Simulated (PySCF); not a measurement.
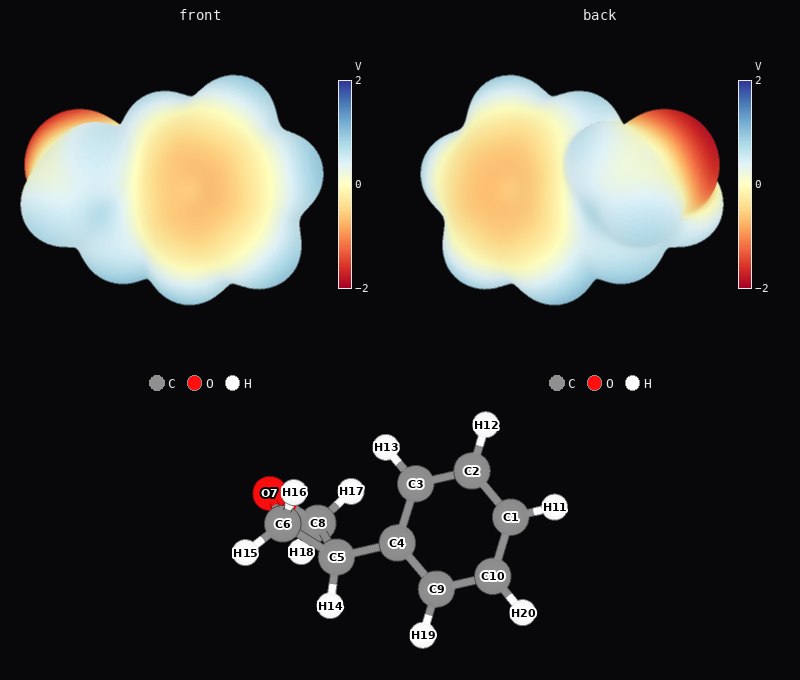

Figure. C9H10O (SMILES c1ccc(C2COC2)cc1). The electrostatic potential painted on the density surface at 0.002 e/bohr³, seen from the front and from behind; red is negative and blue positive. The bare structure is drawn below in the same view.

Geometry: GFN2-xTB.

All numbers below come from PBE0/pcSseg-1, SCF density, gas phase, non-relativistic (PySCF).

| atom | x (Å) | y (Å) | z (Å) |
| --- | --- | --- | --- |
| C | 2.8632 | -0.3581 | 0.0061 |
| C | 2.1782 | 0.7826 | -0.3773 |
| C | 0.7967 | 0.8138 | -0.3286 |
| C | 0.0790 | -0.2967 | 0.1033 |
| C | -1.4163 | -0.2685 | 0.1578 |
| C | -2.0617 | 0.9519 | 0.8406 |
| O | -2.6721 | 1.3712 | -0.3800 |
| C | -2.1464 | 0.2525 | -1.0944 |
| C | 0.7752 | -1.4368 | 0.4852 |
| C | 2.1578 | -1.4678 | 0.4381 |
| H | 3.9422 | -0.3814 | -0.0314 |
| H | 2.7222 | 1.6523 | -0.7159 |
| H | 0.2713 | 1.7089 | -0.6282 |
| H | -1.8006 | -1.2230 | 0.5192 |
| H | -2.8062 | 0.7173 | 1.6071 |
| H | -1.3615 | 1.6977 | 1.2272 |
| H | -1.4997 | 0.5600 | -1.9209 |
| H | -2.9408 | -0.3971 | -1.4735 |
| H | 0.2299 | -2.3070 | 0.8225 |
| H | 2.6845 | -2.3612 | 0.7401 |

Question: Which sites attract a positive test charge, and which a negative one?

Answer: A positive charge is drawn to the negative regions and a negative charge to the positive ones. The most negative region (about −1.8 V) lies over O7, the most positive (about +1.0 V) over H14 and H19. O7 is the likeliest acceptor of a hydrogen bond.
